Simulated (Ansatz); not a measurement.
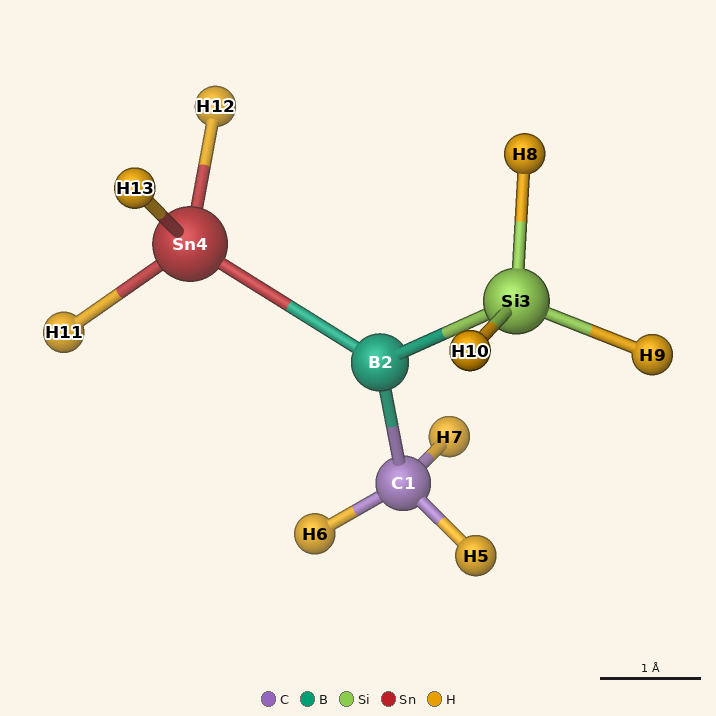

Orthographic view. Depth is shown by fading: the farther an atom, the more it takes the colour of the background. The computed structure is the end point of a PBE0-D4/def2-TZVP optimisation. No frequency run is at hand to confirm it as a minimum.

Give the geometry as a Z-matrix, atoms in numerical order, with these reference atoms: 2 to 1; 3 to 2, 1; 4 to 2, 1, 3; 5 to 1, 2, 3; 6 to 1, 5, 2; 7 to 1, 6, 5; 8 to 3, 2, 1; 9 to 3, 8, 2; 10 to 3, 8, 9; 11 to 4, 2, 1; 12 to 4, 11, 6; 13 to 4, 12, 11.

```
C  
B    1   1.551
Si   2   2.013   1   122.3
Sn   2   2.263   1   120.0   3   177.9
H    1   1.093   2   115.5   3    23.7
H    1   1.092   5   110.2   2  -134.5
H    1   1.107   6   105.8   5   113.4
H    3   1.490   2   112.6   1   140.8
H    3   1.492   8   108.6   2   127.7
H    3   1.495   8   107.4   9   116.3
H    4   1.714   2   112.7   1    22.1
H    4   1.713  11   107.1   6   113.6
H    4   1.711  12   106.5  11  -114.8
```
